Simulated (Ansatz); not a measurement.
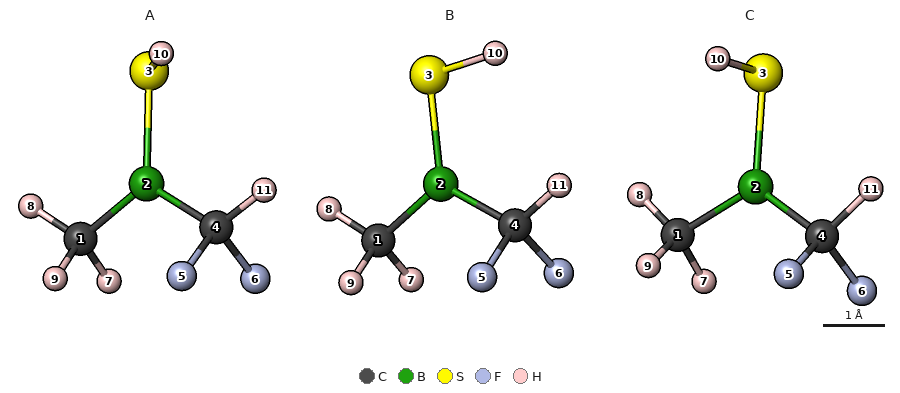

3 geometries from one relaxation of C2H5BF2S, in shuffled order. A ball-and-stick model, seen at a tilt.

The run prepares an end point of a later path (hydrogen shift) calculation, from a guessed geometry.

These are results of RKS BLYP-D4/6-31G* in Ansatz 0.2.0, not measurements. (no spin polarisation; force threshold 0.02 eV/Å; at most 50 steps)

Question: Put them in the order of the run, from the start to the converged end.

Answer: C, A, B. They are steps 0, 5, 14, at +1.278 eV, +0.402 eV relative to the last. H10 moves most after the best rigid fit: 1.29 Å. Largest moves by element: H 1.29 Å, S 0.62 Å, F 0.30 Å, B 0.26 Å, C 0.21 Å. Near-neighbour distances that change, for instance: C4–F5 1.308 → 1.399 Å, S3–H10 1.456 → 1.366 Å, B2–S3 1.888 → 1.804 Å, C1–B2 1.624 → 1.569 Å. Among the angles between lasting bonds that change: B2–C4–H11 106.1° → 118.6°, B2–S3–H10 91.4° → 99.4°, F5–C4–H11 113.4° → 107.1°. Groups turn about B2–S3 by about 90°. Over 14 geometry steps the energy falls by 1.278 eV. The largest force component goes from 4.5 to 0.0016 eV/Å. Cost: 38 s on 2 threads of Intel(R) Xeon(R) Platinum 8259CL CPU @ 2.50GHz (Skylake/Cascade Lake), with other jobs on the host, peak memory 0.17 GiB.
